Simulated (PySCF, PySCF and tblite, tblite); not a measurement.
**C₅H₁₀AlClO: a path driven as rotation about a bond, and NMR exchange, part 1 of 2**

Aim: the barrier and rate of rotation about a bond in C₅H₁₀AlClO (`C=CC(=C)[O+](C)[AlH2-][Cl]`), and what it does to NMR lines.

Computed with tblite 0.8.0 (tight binding) and PySCF 2.14.0 (DFT, with response routines of our own); each step states its level. Atoms count from 0 throughout.

## 1. The starting structure

18 atoms, charge 0, multiplicity 1; geometry from: force field or distance geometry start.

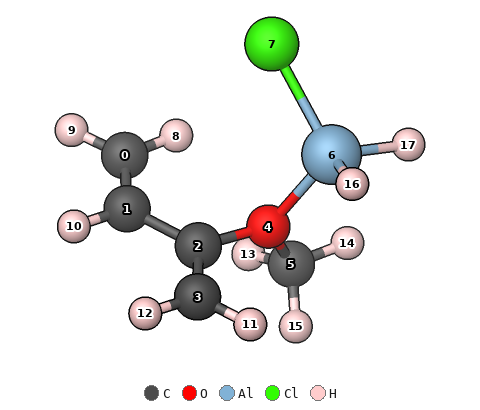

The starting geometry (carbon dark grey, oxygen red, aluminium light blue, chlorine green, hydrogen pink), atoms numbered.

## 2. GFN2-xTB relaxation, start minimum

Job settings and geometry (Å):

```
{"job": {"xc": "GFN2-xTB", "basis": "xTB", "kind": "relax"}, "charge": 0, "multiplicity": 1}
C      1.577800     1.680900     0.385300
C      1.720100     0.585100    -0.352300
C      0.676100    -0.449900    -0.457700
C      0.857700    -1.503900    -1.250100
O     -0.536200    -0.321400     0.254200
C     -0.623900    -0.786700     1.592400
Al    -2.037000     0.389200    -0.634500
Cl    -1.607700     2.458800    -1.282500
H      0.658500     1.879700     0.928400
H      2.365400     2.408900     0.446400
H      2.658800     0.439500    -0.871300
H      0.085800    -2.271700    -1.326000
H      1.772100    -1.639900    -1.790100
H      0.120000    -0.247000     2.226300
H     -1.633800    -0.616400     2.026600
H     -0.397500    -1.872200     1.642300
H     -2.369000    -0.511300    -1.903200
H     -3.296200     0.384400     0.354200
```

Started as:

```console
OMP_NUM_THREADS=1 python ens_run.py task.json out
```

This one command runs the whole study; its stages follow in the order run.

The log of the run:

```text
step      E/eV     max force
  0    -694.49862    2.159
  1    -694.65165    1.701
  2    -694.81995    1.077
  3    -694.85781    0.614
  4    -694.89447    0.399
  5    -694.90873    0.303
  6    -694.92942    0.364
  7    -694.93965    0.443
  8    -694.95258    0.398
  9    -694.96191    0.233
 10    -694.96899    0.241
 11    -694.97428    0.268
 12    -694.98054    0.257
 13    -694.98651    0.209
 14    -694.98973    0.124
 15    -694.99086    0.082
 16    -694.99162    0.096
 17    -694.99273    0.103
 18    -694.99430    0.100
 19    -694.99538    0.077
 20    -694.99614    0.069
 21    -694.99681    0.064
 22    -694.99772    0.080
 23    -694.99888    0.114
 24    -695.00008    0.113
 25    -695.00108    0.074
 26    -695.00187    0.073
 27    -695.00259    0.058
 28    -695.00331    0.086
 29    -695.00399    0.086
 30    -695.00462    0.063
 31    -695.00523    0.072
 32    -695.00582    0.058
 33    -695.00639    0.064
 34    -695.00689    0.057
 35    -695.00730    0.040
 36    -695.00760    0.040
 37    -695.00784    0.038
 38    -695.00809    0.047
 39    -695.00846    0.049
 40    -695.00902    0.078
 41    -695.00982    0.106
 42    -695.01070    0.099
 43    -695.01142    0.057
 44    -695.01194    0.053
 45    -695.01246    0.062
 46    -695.01318    0.093
 47    -695.01407    0.095
 48    -695.01493    0.077
 49    -695.01559    0.068
 50    -695.01614    0.055
 51    -695.01672    0.074
 52    -695.01735    0.069
 53    -695.01797    0.063
 54    -695.01856    0.061
 55    -695.01927    0.066
 56    -695.02025    0.086
 57    -695.02159    0.103
 58    -695.02317    0.109
 59    -695.02483    0.097
 60    -695.02634    0.099
 61    -695.02679    0.113
 62    -695.02839    0.078
 63    -695.02912    0.053
 64    -695.02993    0.048
 65    -695.03058    0.058
 66    -695.03148    0.063
 67    -695.03232    0.071
 68    -695.03311    0.079
 69    -695.03400    0.076
 70    -695.03519    0.094
 71    -695.03665    0.102
 72    -695.03793    0.080
 73    -695.03861    0.071
 74    -695.03954    0.063
 75    -695.04048    0.066
 76    -695.04148    0.082
 77    -695.04271    0.101
 78    -695.04396    0.096
 79    -695.04545    0.085
 80    -695.04701    0.094
 81    -695.04826    0.071
 82    -695.04711    0.152
 83    -695.04948    0.071
 84    -695.05000    0.062
 85    -695.05229    0.085
 86    -695.05344    0.094
 87    -695.05561    0.091
 88    -695.05670    0.098
 89    -695.05801    0.095
 90    -695.05160    0.296
 91    -695.05941    0.074
 92    -695.06012    0.069
 93    -695.06179    0.111
 94    -695.06256    0.057
 95    -695.06334    0.046
 96    -695.06480    0.048
 97    -695.06557    0.063
 98    -695.06628    0.075
 99    -695.06695    0.065
100    -695.06776    0.042
101    -695.06813    0.043
102    -695.06851    0.045
103    -695.06891    0.043
104    -695.06936    0.043
105    -695.06975    0.059
106    -695.07011    0.056
107    -695.07051    0.045
108    -695.07107    0.043
109    -695.07161    0.050
110    -695.07219    0.074
111    -695.07282    0.078
112    -695.07349    0.058
113    -695.07402    0.051
114    -695.07442    0.062
115    -695.07476    0.043
116    -695.07511    0.056
117    -695.07545    0.053
118    -695.07601    0.049
119    -695.07648    0.048
120    -695.07751    0.057
121    -695.07841    0.056
122    -695.07919    0.045
123    -695.07964    0.042
124    -695.08007    0.046
125    -695.08056    0.043
126    -695.08102    0.036
127    -695.08140    0.047
128    -695.08178    0.047
129    -695.08231    0.047
130    -695.08298    0.048
131    -695.08366    0.056
132    -695.08422    0.058
133    -695.08469    0.055
134    -695.08511    0.057
135    -695.08546    0.044
136    -695.08570    0.027
137    -695.08586    0.029
138    -695.08599    0.025
139    -695.08612    0.028
140    -695.08625    0.029
141    -695.08640    0.028
142    -695.08658    0.031
143    -695.08680    0.029
144    -695.08700    0.025
145    -695.08716    0.028
146    -695.08728    0.026
147    -695.08742    0.024
148    -695.08756    0.024
149    -695.08769    0.026
150    -695.08782    0.031
151    -695.08796    0.028
152    -695.08816    0.038
153    -695.08840    0.042
154    -695.08865    0.036
155    -695.08890    0.033
156    -695.08918    0.036
157    -695.08949    0.039
158    -695.08983    0.042
159    -695.09017    0.042
160    -695.09051    0.034
161    -695.09084    0.035
162    -695.09112    0.040
163    -695.09138    0.040
164    -695.09165    0.049
165    -695.09195    0.052
166    -695.09222    0.040
167    -695.09240    0.027
168    -695.09250    0.017
169    -695.09257    0.019
170    -695.09263    0.019
171    -695.09269    0.016
172    -695.09274    0.017
173    -695.09279    0.015
174    -695.09284    0.019
175    -695.09291    0.018
176    -695.09296    0.018
177    -695.09301    0.016
178    -695.09304    0.014
179    -695.09307    0.017
180    -695.09309    0.013
181    -695.09310    0.009
182    -695.09312    0.009
183    -695.09313    0.011
184    -695.09315    0.011
185    -695.09316    0.009
186    -695.09317    0.008
187    -695.09318    0.009
188    -695.09320    0.010
189    -695.09321    0.011
190    -695.09322    0.008
191    -695.09324    0.007
192    -695.09325    0.007
193    -695.09326    0.010
194    -695.09328    0.010
195    -695.09329    0.008
196    -695.09330    0.010
197    -695.09332    0.009
198    -695.09333    0.012
199    -695.09334    0.010
200    -695.09336    0.007
201    -695.09337    0.008
202    -695.09337    0.008
203    -695.09338    0.006
204    -695.09339    0.005
205    -695.09339    0.008
206    -695.09340    0.006
207    -695.09340    0.007
208    -695.09341    0.005
209    -695.09341    0.004
210    -695.09341    0.004
211    -695.09341    0.003
212    -695.09341    0.002
```

It took 1.8 s on 1 thread of Arm Neoverse V1, shared host.

Gain 0.595 eV; displacement 0.70 Å root mean square.

## 3. Relaxed scan, rotation

Job settings and geometry (Å):

```
{"job": {"xc": "GFN2-xTB", "basis": "xTB", "coordinate": [["t", [0, 1, 2, 3], 0.25], ["t", [0, 1, 2, 4], 0.25], ["t", [10, 1, 2, 3], 0.25], ["t", [10, 1, 2, 4], 0.25]], "kind": "drive"}, "charge": 0, "multiplicity": 1}
C      1.334250     1.721514     0.526581
C      1.681864     0.618843    -0.125978
C      0.741347    -0.425690    -0.507961
C      1.002165    -1.396055    -1.377818
O     -0.532158    -0.353859     0.066784
C     -0.624601    -0.970636     1.338582
Al    -2.075294     0.586271    -0.491476
Cl    -1.556252     1.414673    -2.285273
H      0.311280     1.912949     0.818857
H      2.053336     2.485014     0.765250
H      2.700500     0.453398    -0.445948
H      0.248977    -2.116293    -1.646966
H      1.956139    -1.467417    -1.866859
H      0.077388    -0.519315     2.043319
H     -1.646705    -0.802705     1.676720
H     -0.431650    -2.043170     1.259294
H     -3.045082    -0.635477    -0.499425
H     -2.204263     1.544273     0.740661
```

The log of the run:

```text
point  coordinate     E/eV
  0     92.700     -695.07483
  1    107.700     -695.04208
  2    122.800     -695.04212
  3    137.600     -695.00586
  4    152.700     -694.95834
  5    167.900     -694.93077
  6    183.000     -694.92149
  7    198.300     -694.95057
  8    213.300     -694.98342
  9    228.200     -695.01881
 10    243.000     -695.02956
 11    257.900     -695.02216
```

It took 5.5 s on 1 thread of Arm Neoverse V1, shared host.

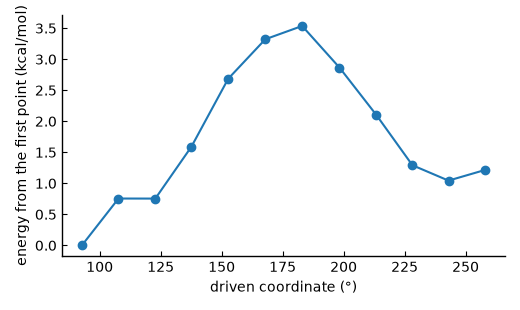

Energy along the scan.

## 4. Nudged elastic band, leg 1

Changed since step 3:

```diff
@@ -1,2 +1,2 @@
-{"job": {"xc": "GFN2-xTB", "basis": "xTB", "coordinate": [["t", [0, 1, 2, 3], 0.25], ["t", [0, 1, 2, 4], 0.25], ["t", [10, 1, 2, 3], 0.25], ["t", [10, 1, 2, 4], 0.25]], "kind": "drive"}, "charge": 0, "multiplicity": 1}
+{"job": {"xc": "GFN2-xTB", "basis": "xTB", "kind": "neb"}, "charge": 0, "multiplicity": 1}
 C      1.334250     1.721514     0.526581
```

The log of the run:

```text
image   E - E0 / eV
  0       0.0000
  1       0.0486
  2       0.0420
  3       0.1692
  4       0.1533
  5       0.0789
  6       0.0507
```

It took 2.1 s on 1 thread of Arm Neoverse V1, shared host; peak memory 0.2 GiB.

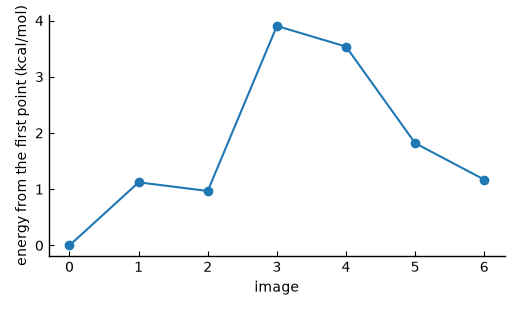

Energy along the band.

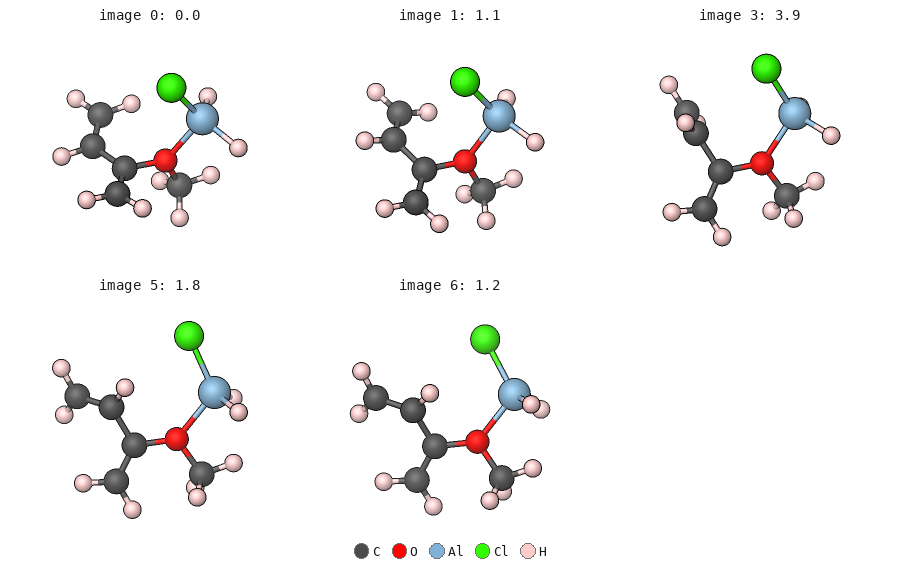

Images along the band, with energies in kcal/mol.

## 5. Saddle search, leg 1

Job settings and geometry (Å):

```
{"job": {"xc": "GFN2-xTB", "basis": "xTB", "kind": "saddle"}, "charge": 0, "multiplicity": 1}
C      1.560787     1.824351     0.134104
C      1.259230     0.905409    -0.767301
C      0.763693    -0.428638    -0.364118
C      1.520455    -1.514750    -0.351909
O     -0.552181    -0.375639     0.056418
C     -1.025806    -1.433428     0.868602
Al    -1.960567     0.928857    -0.234050
Cl    -1.552294     2.269609    -1.716441
H      1.465453     1.629735     1.190512
H      1.919590     2.798629    -0.146239
H      1.366945     1.088616    -1.826878
H      1.177462    -2.483385    -0.038999
H      2.541950    -1.449020    -0.677541
H     -0.322791    -1.627489     1.681466
H     -1.976820    -1.084507     1.272667
H     -1.190019    -2.341782     0.286015
H     -3.047067    -0.132117    -0.611741
H     -1.948020     1.425548     1.245432
```

The log of the run:

```text
step      E/eV     max force
  0    -694.92417   0.0409
  1    -694.92632   0.0364
  2    -694.92627   0.0728
  3    -694.92706   0.0311
  4    -694.92746   0.0301
  5    -694.92748   0.0526
  6    -694.92733   0.0354
  7    -694.92709   0.0580
  8    -694.92779   0.0761
  9    -694.92817   0.0796
 10    -694.92830   0.0354
 11    -694.92843   0.0040
 12    -694.92843   0.0010
lowest wavenumbers (cm-1): -88.8 41.7 92.2 100.2 134.4 168.0
```

Run time: 6.7 s. Hardware: 1 thread of Arm Neoverse V1, shared host; peak memory 0.2 GiB.

Point group C1; 1 imaginary mode, 89i cm⁻¹, carried by C0, H8, H10, C3. It was not shown to link both ends.

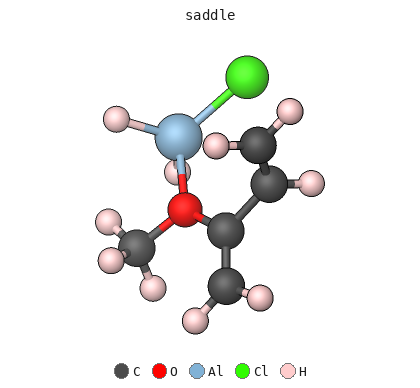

The saddle point.

## 6. Saddle search, leg 1

Job settings and geometry (Å):

```
{"job": {"xc": "GFN2-xTB", "basis": "xTB", "kind": "saddle"}, "charge": 0, "multiplicity": 1}
C      1.768475     1.789651     0.040446
C      1.224139     0.907599    -0.779097
C      0.751006    -0.409351    -0.299432
C      1.536506    -1.469876    -0.197840
O     -0.582929    -0.363939     0.059249
C     -1.094362    -1.455029     0.800825
Al    -2.011484     0.926213    -0.219538
Cl    -1.581712     2.467088    -1.483500
H      1.893003     1.583345     1.091883
H      2.102453     2.752512    -0.303800
H      1.088544     1.110739    -1.833141
H      1.213202    -2.432459     0.151653
H      2.564827    -1.394196    -0.499799
H     -0.465894    -1.643897     1.673170
H     -2.090370    -1.146439     1.120611
H     -1.164138    -2.351693     0.182555
H     -3.013969    -0.124401    -0.805938
H     -2.137298     1.254136     1.301693
```

The log of the run:

```text
step      E/eV     max force
  0    -694.92149   0.0295
  1    -694.92574   0.0858
  2    -694.92360   0.0182
  3    -694.92563   0.0208
  4    -694.92690   0.0318
  5    -694.92789   0.0399
  6    -694.92834   0.0090
  7    -694.92843   0.0051
  8    -694.92843   0.0010
lowest wavenumbers (cm-1): -89.1 41.7 92.3 100.2 134.4 168.1
```

It took 5 s on 1 thread of Arm Neoverse V1, shared host; peak memory 0.2 GiB.

Point group C1; 1 imaginary mode, 89i cm⁻¹, carried by C0, H8, H10, C3. It was not shown to link both ends.

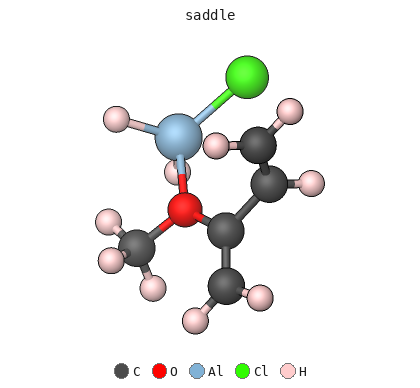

The saddle point.

## 7. Shieldings, start: revPBE/pcSseg-1

Job settings and geometry (Å):

```
{"job": {"kind": "nmr", "xc": "revPBE", "basis": "pcSseg-1", "pop": false}, "charge": 0, "multiplicity": 1}
C      1.334250     1.721514     0.526581
C      1.681864     0.618843    -0.125978
C      0.741347    -0.425690    -0.507961
C      1.002165    -1.396055    -1.377818
O     -0.532158    -0.353859     0.066784
C     -0.624601    -0.970636     1.338582
Al    -2.075294     0.586271    -0.491476
Cl    -1.556252     1.414673    -2.285273
H      0.311280     1.912949     0.818857
H      2.053336     2.485014     0.765250
H      2.700500     0.453398    -0.445948
H      0.248977    -2.116293    -1.646966
H      1.956139    -1.467417    -1.866859
H      0.077388    -0.519315     2.043319
H     -1.646705    -0.802705     1.676720
H     -0.431650    -2.043170     1.259294
H     -3.045082    -0.635477    -0.499425
H     -2.204263     1.544273     0.740661
```

The log of the run:

```text
coarse grid: 15968 points
cycle   1  E = -973.9615702834  dE =  7.444e-01  |g| = 6.379e-01  |ddm| = 3.862e+00
cycle   2  E = -973.8817597909  dE =  7.981e-02  |g| = 9.048e-01  |ddm| = 1.340e+00
cycle   3  E = -974.0499600479  dE = -1.682e-01  |g| = 1.892e-01  |ddm| = 8.128e-01
cycle   4  E = -974.0574256315  dE = -7.466e-03  |g| = 6.471e-02  |ddm| = 1.960e-01
cycle   5  E = -974.0583779443  dE = -9.523e-04  |g| = 2.839e-02  |ddm| = 8.053e-02
cycle   6  E = -974.0585499728  dE = -1.720e-04  |g| = 7.169e-03  |ddm| = 2.534e-02
cycle   7  E = -974.0585589852  dE = -9.012e-06  |g| = 3.962e-03  |ddm| = 9.597e-03
cycle   8  E = -974.0585631628  dE = -4.178e-06  |g| = 1.164e-03  |ddm| = 3.989e-03
final grid: 144608 points
cycle   9  E = -974.1290017685  dE = -4.444e-05  |g| = 1.923e-02  |ddm| = 4.881e-02
cycle  10  E = -974.1288699290  dE =  1.318e-04  |g| = 3.273e-02  |ddm| = 3.374e-02
cycle  11  E = -974.1290668548  dE = -1.969e-04  |g| = 4.310e-03  |ddm| = 2.381e-02
cycle  12  E = -974.1290708455  dE = -3.991e-06  |g| = 1.270e-03  |ddm| = 4.945e-03
cycle  13  E = -974.1290711918  dE = -3.463e-07  |g| = 6.625e-04  |ddm| = 1.596e-03
cycle  14  E = -974.1290713153  dE = -1.235e-07  |g| = 8.405e-05  |ddm| = 6.135e-04
cycle  15  E = -974.1290713164  dE = -1.140e-09  |g| = 4.657e-05  |ddm| = 1.051e-04
cycle  16  E = -974.1290713170  dE = -5.336e-10  |g| = 1.205e-05  |ddm| = 4.266e-05
converged SCF energy = -974.1290713170

GIAO shielding tensors (ppm)
atom      isotropic    diamagn.    paramagn.     s11        s22        s33       span
  0 C       58.030     256.582    -198.552    -46.013     49.962    170.140    216.153
  1 C       49.698     253.756    -204.058    -54.885     64.102    139.878    194.764
  2 C       18.629     254.361    -235.732    -81.606     53.511     83.982    165.589
  3 C       67.089     252.967    -185.878    -28.948     76.005    154.209    183.157
  4 O      270.512     406.786    -136.274    199.678    286.908    324.950    125.272
  5 C      120.765     246.935    -126.170     82.756    100.851    178.688     95.932
  6 Al     413.473     797.421    -383.949    384.249    425.661    430.508     46.259
  7 Cl     979.737    1150.601    -170.864    858.304   1029.031   1051.875    193.571
  8 H       25.571      34.362      -8.791     22.474     24.853     29.385      6.911
  9 H       25.982      28.989      -3.008     24.406     25.423     28.116      3.711
 10 H       25.325      31.567      -6.242     23.483     24.788     27.704      4.220
 11 H       26.269      31.701      -5.432     22.136     25.452     31.220      9.084
 12 H       26.250      30.800      -4.550     23.839     25.506     29.405      5.566
 13 H       27.880      31.266      -3.386     23.643     26.544     33.454      9.811
 14 H       27.213      30.505      -3.292     23.245     25.332     33.062      9.817
 15 H       28.271      30.506      -2.235     24.304     26.049     34.459     10.155
 16 H       27.464      30.822      -3.359     23.915     25.711     32.765      8.850
 17 H       27.416      31.159      -3.743     24.286     25.798     32.165      7.879
```

It took 47 s on 1 thread of Arm Neoverse V1, shared host; peak memory 0.71 GiB.

In short: HOMO -5.97 eV, LUMO -2.51 eV; dipole 5.92 D.

## 8. Shieldings, saddle of leg 1: revPBE/pcSseg-1

Job settings and geometry (Å):

```
{"job": {"kind": "nmr", "xc": "revPBE", "basis": "pcSseg-1", "pop": false}, "charge": 0, "multiplicity": 1}
C      1.703208     1.849017    -0.059655
C      1.239208     0.879804    -0.828259
C      0.767034    -0.411167    -0.279285
C      1.546689    -1.475350    -0.168087
O     -0.558907    -0.353828     0.105689
C     -1.083265    -1.475503     0.791818
Al    -1.998843     0.927545    -0.138220
Cl    -1.539198     2.577949    -1.242741
H      1.755499     1.746818     1.012098
H      2.042031     2.782788    -0.472608
H      1.188857     0.984534    -1.903954
H      1.228973    -2.422152     0.227102
H      2.567691    -1.413014    -0.495955
H     -0.498156    -1.679838     1.690825
H     -2.101736    -1.199289     1.066727
H     -1.104753    -2.354157     0.144620
H     -2.944283    -0.100120    -0.847176
H     -2.210050     1.135964     1.397061
```

The log of the run:

```text
coarse grid: 15968 points
cycle   1  E = -973.9441271682  dE =  7.638e-01  |g| = 6.436e-01  |ddm| = 3.822e+00
cycle   2  E = -973.8544675995  dE =  8.966e-02  |g| = 9.107e-01  |ddm| = 1.292e+00
cycle   3  E = -974.0314615757  dE = -1.770e-01  |g| = 2.252e-01  |ddm| = 7.898e-01
cycle   4  E = -974.0430678433  dE = -1.161e-02  |g| = 9.117e-02  |ddm| = 2.484e-01
cycle   5  E = -974.0449963143  dE = -1.928e-03  |g| = 3.376e-02  |ddm| = 9.375e-02
cycle   6  E = -974.0452158581  dE = -2.195e-04  |g| = 5.391e-03  |ddm| = 2.445e-02
cycle   7  E = -974.0452233219  dE = -7.464e-06  |g| = 1.320e-03  |ddm| = 6.956e-03
final grid: 144608 points
cycle   8  E = -974.1166550761  dE = -4.426e-05  |g| = 2.155e-02  |ddm| = 5.003e-02
cycle   9  E = -974.1164126490  dE =  2.424e-04  |g| = 4.206e-02  |ddm| = 3.691e-02
cycle  10  E = -974.1167289369  dE = -3.163e-04  |g| = 7.046e-03  |ddm| = 2.816e-02
cycle  11  E = -974.1167407558  dE = -1.182e-05  |g| = 1.849e-03  |ddm| = 7.520e-03
cycle  12  E = -974.1167415172  dE = -7.614e-07  |g| = 6.039e-04  |ddm| = 1.687e-03
cycle  13  E = -974.1167415993  dE = -8.213e-08  |g| = 1.843e-04  |ddm| = 5.060e-04
cycle  14  E = -974.1167416080  dE = -8.665e-09  |g| = 5.113e-05  |ddm| = 1.833e-04
cycle  15  E = -974.1167416086  dE = -6.623e-10  |g| = 9.719e-06  |ddm| = 4.718e-05
converged SCF energy = -974.1167416086

GIAO shielding tensors (ppm)
atom      isotropic    diamagn.    paramagn.     s11        s22        s33       span
  0 C       47.987     253.415    -205.428    -62.380     44.737    161.605    223.985
  1 C       44.080     257.418    -213.338    -66.173     50.398    148.014    214.187
  2 C       19.818     254.554    -234.736    -81.340     51.568     89.226    170.566
  3 C       93.434     255.498    -162.063     13.578    100.008    166.718    153.140
  4 O      219.709     404.788    -185.079    151.611    248.463    259.054    107.443
  5 C      126.158     246.800    -120.641     92.765    116.142    169.568     76.803
  6 Al     415.236     796.676    -381.440    388.548    423.219    433.941     45.394
  7 Cl     904.328    1150.571    -246.243    776.901    901.910   1034.172    257.271
  8 H       25.885      32.253      -6.368     20.997     26.302     30.354      9.358
  9 H       25.782      29.235      -3.453     22.333     26.158     28.854      6.521
 10 H       24.752      31.510      -6.758     22.033     25.693     26.530      4.497
 11 H       27.292      32.475      -5.183     24.730     25.202     31.945      7.216
 12 H       27.266      30.758      -3.492     25.095     26.095     30.608      5.513
 13 H       28.350      31.133      -2.783     25.286     25.652     34.114      8.828
 14 H       26.776      30.232      -3.456     22.286     26.538     31.504      9.218
 15 H       28.213      30.547      -2.334     25.120     25.391     34.128      9.008
 16 H       27.558      30.525      -2.967     23.465     26.928     32.281      8.816
 17 H       27.516      31.038      -3.521     23.861     26.517     32.171      8.310
```

Wall time 54 s (1 thread of Arm Neoverse V1, shared host); peak memory 0.74 GiB.

This run: HOMO -5.98 eV, LUMO -1.73 eV; dipole 5.45 D.

Orbitals, density, ELF and potential are computed afterwards from the orbital file.

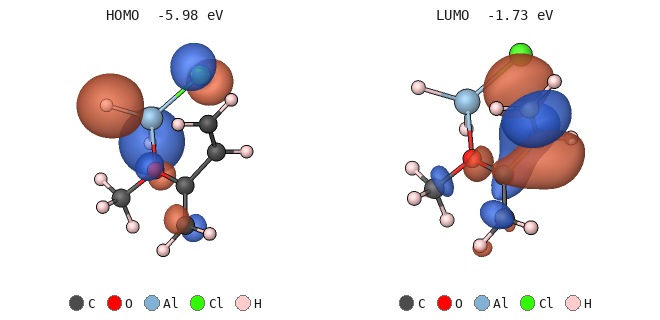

revPBE/pcSseg-1 orbitals near the gap, drawn at the value that encloses 70 % of each; the two colours are the two signs.

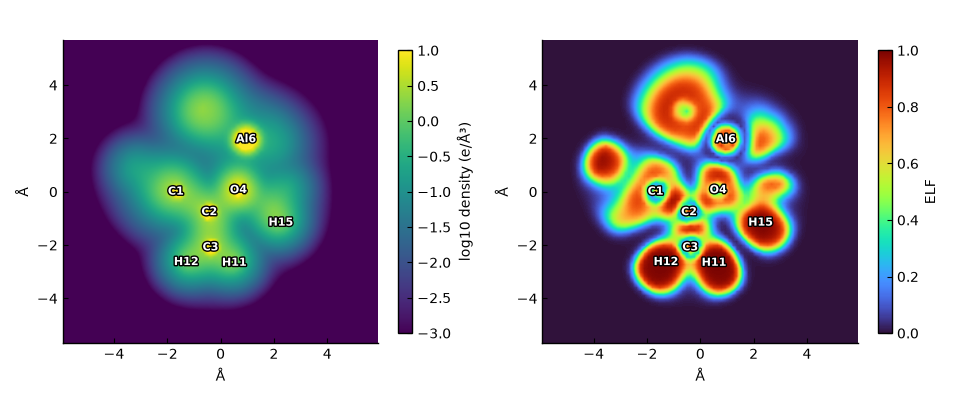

Density (left) and ELF (right) in a plane through or near 8 of the atoms.

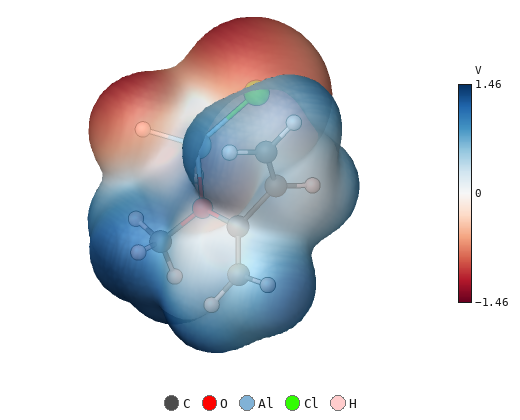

Electrostatic potential on the surface of density 0.002 e/bohr³; red is low, blue high. It runs, from the 1st to the 99th percentile, from -1.12 V near Cl7 to 1.46 V near H11.

(Continued in part 2 of 2.)
